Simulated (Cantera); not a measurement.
Feed: 1 mol Si, a varied amount of HCl, 11 mol H2, held at 1200 K and 93000 Pa.

Cantera equilibrium calculation (NASA polynomials, part measured and part estimated; ideal gas, pure solids and liquids). Candidate condensed phases: Si; 19 gas species. The tables' values for SiCl3 are old estimates; treat these amounts as uncertain. Kinetics and transport are ignored.

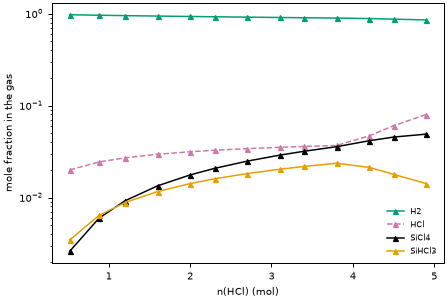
Fig. 1. Equilibrium gas composition (values under 1e-9 drawn at 1e-9)

From 0.52 mol HCl to 3.8 mol HCl the condensed part is Si(s). From 4.2 mol HCl to 4.9 mol HCl nothing is condensed. The main Si-bearing gas is SiHCl3 at 0.52 mol HCl and SiCl4 at 4.9 mol HCl.
